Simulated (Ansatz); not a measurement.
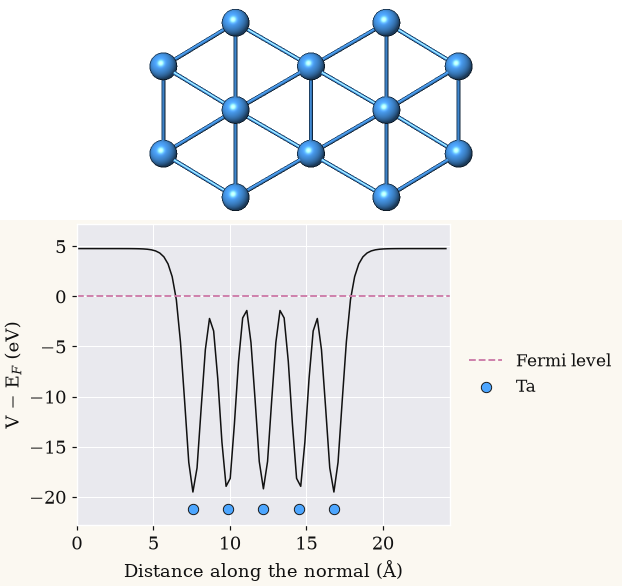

Plane-averaged electrostatic potential energy of an electron across the slab; circles at the bottom mark the heights of the atoms. The structure is drawn too.

System: a (110) slab cut from Ta (Im-3m), 5 atoms in the cell.

Ansatz 0.2.0; DFT PBE, spin-orbit coupling, plane waves, PAW, 13×13×1 k mesh, 420 eV cutoff, Gaussian smearing of 0.1 eV.

**Read off the work function of each face.**

The work function is 4.76 eV, the same on both faces. The two vacuum levels agree, so the slab has no net dipole along its normal.

**How thick are slab and vacuum?**

The outermost atoms are 9.2 Å apart, which leaves 15.2 Å of vacuum in a cell 24.4 Å high.
